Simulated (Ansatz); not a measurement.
Input file:

```
crystal:
  periodic: [false, false, false]
  atoms:
    - {symbol: Ga, position_ang: [-0.708257, -2.988116, -1.074037]}
    - {symbol: "N", position_ang: [-1.956617, -1.570864, -1.351766]}
    - {symbol: P, position_ang: [-3.112348, -0.577472, -1.684335]}
    - {symbol: H, position_ang: [-2.661182, 0.715162, -1.153811]}
basis:
  gaussian:
    orbitals: def2-TZVPD
hamiltonian:
  xc: pbe0
output: {forces: true, orbitals: {seedname: orbitals}}
```

Launched as:

```sh
ansatz run input.yaml --threads 1 --pin off --max-ram 2610MiB --events-out events.jsonl --progress --plain --runs-dir runs
```

Geometry: B3LYP/6-31G*.

These are results of isolated molecule in a Gaussian basis; Kohn-Sham density functional theory, functional PBE0 (Ansatz 0.2.0), not measurements.

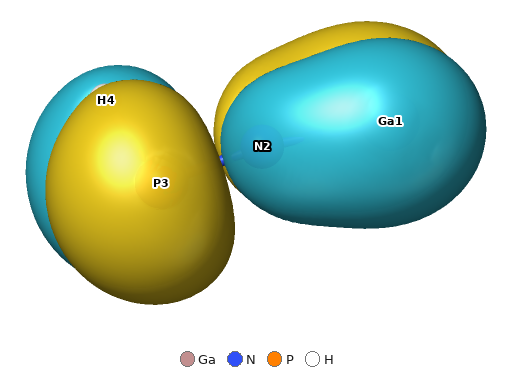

GaHNP. The LUMO at ±0.06 Å⁻³ᐟ² (yellow and cyan are the two phases), seen across its widest extent.

Q: What is the character of this orbital?

A: By Hirshfeld shares it lies mainly on P3 (about 55 %), Ga1 (about 25 %) and N2 (about 20 %); it changes sign across the molecular plane (π type); π-bonding across Ga1–N2; π-antibonding (a node) across N2–P3. Its energy is −2.73 eV.
